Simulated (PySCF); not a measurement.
# C5H8BNS: what the fields show

The calculation's input:

```
{"job": {"kind": "uv", "xc": "PBE0", "basis": "def2-SVPD", "nstates": 8, "ntriplets": 3}, "charge": 0, "multiplicity": 1}
C     -3.047734     0.228155    -0.039310
C     -1.723430     0.124508     0.031766
C     -0.796624     1.249253     0.132667
N      0.444512     0.963496     0.234350
B      0.579663    -0.492312     0.214692
S      2.125681    -1.324310     0.370778
C      3.294611     0.069858     0.548722
C     -0.880774    -1.126741     0.046542
H     -3.685352    -0.637982    -0.102453
H     -3.537053     1.188161    -0.032794
H     -1.131329     2.279673     0.125796
H      4.021623     0.003979    -0.254083
H      3.791947    -0.029714     1.508299
H      2.733931     0.995794     0.493788
H     -1.014389    -1.690310    -0.879039
H     -1.182881    -1.792564     0.856350
```

Run with:

```sh
OMP_NUM_THREADS=1 python probes_run.py task.json out
```

Geometry: GFN2-xTB.

These are results of PySCF 2.14.0, PBE0/def2-SVPD, SCF density, gas phase, not measurements.

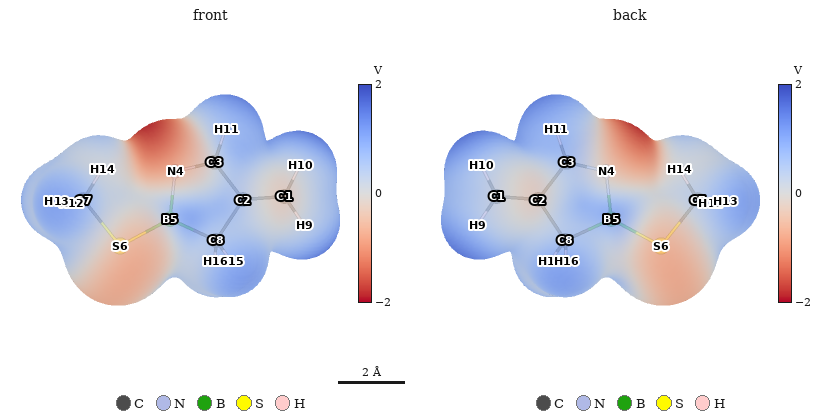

Figure 1. The electrostatic potential painted on the density surface at 0.004 e/bohr³, seen from the front and from behind; the colour scale runs from red (negative) to blue (positive).

**Where is the surface potential most negative and most positive?**

The most negative region (about −1.8 V) lies over N4, the most positive (about +1.5 V) over H9 and H10. N4 is the likeliest acceptor of a hydrogen bond.

**How polar is the molecule by this calculation?**

Its dipole moment is 1.66 D.

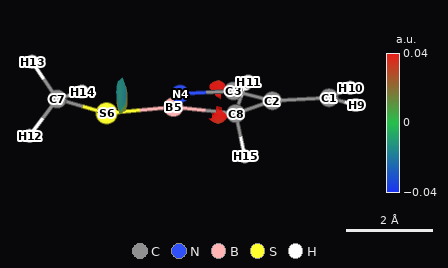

Figure 2. Non-covalent interaction (NCI) plot: the surface where the reduced density gradient is 0.5, for densities under 0.05 a.u., coloured by sign(λ₂)ρ; seen from one side.

**What holds or crowds the atoms apart from the covalent bonds?**

- Between H14 and C7 on one side and N4 and B5 on the other: a weak contact, attractive (blue-green) on one side and crowded (olive to red) on the other
- Inside the ring or cage of C2, C3, N4, B5 and C8: steric crowding (red) (×2)
